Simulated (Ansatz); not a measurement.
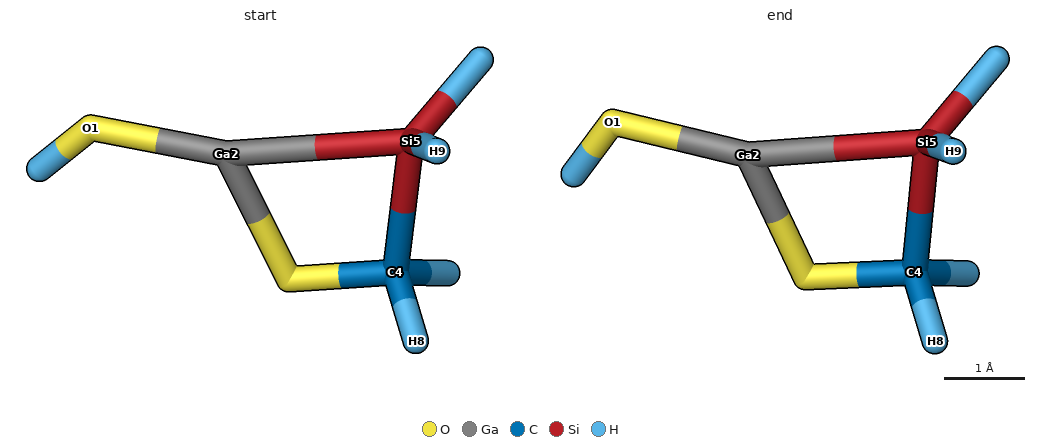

The structure of CH₅GaO₂Si before (left) and after (right) a relaxation, at one scale.

Style: stick. Shown at a tilt.

The start comes from GFN2-xTB.

The calculation used RKS PBE0-D4/def2-TZVP (Ansatz 0.2.0). Set-up: force threshold 0.005 eV/Å; at most 150 steps.

**Describe what moved and what it gained.**

The largest move after the best rigid fit is that of an H atom, 0.19 Å. Largest moves by element: H 0.19 Å, O 0.08 Å, Si 0.06 Å, Ga 0.03 Å, C 0.01 Å. Near-neighbour distances that change, for instance: Ga–Si 2.450 → 2.373 Å, Ga–O 1.902 → 1.839 Å, C–O 1.402 → 1.428 Å, C–Si 1.943 → 1.924 Å. Among the angles between lasting bonds that change: Ga–O–H 129.1° → 113.3°, O–Ga–Si 163.3° → 160.0°, O–C–Si 107.6° → 105.0°. The energy falls by 0.143 eV in 7 accepted moves (8 points after the start). Largest force component: 1.1 eV/Å at the start, 0.004 eV/Å at the end. The line search rejected the trial step at point 4 of the run. Cost: 21 s on 4 threads of Intel Xeon 6975P-C (shared host).
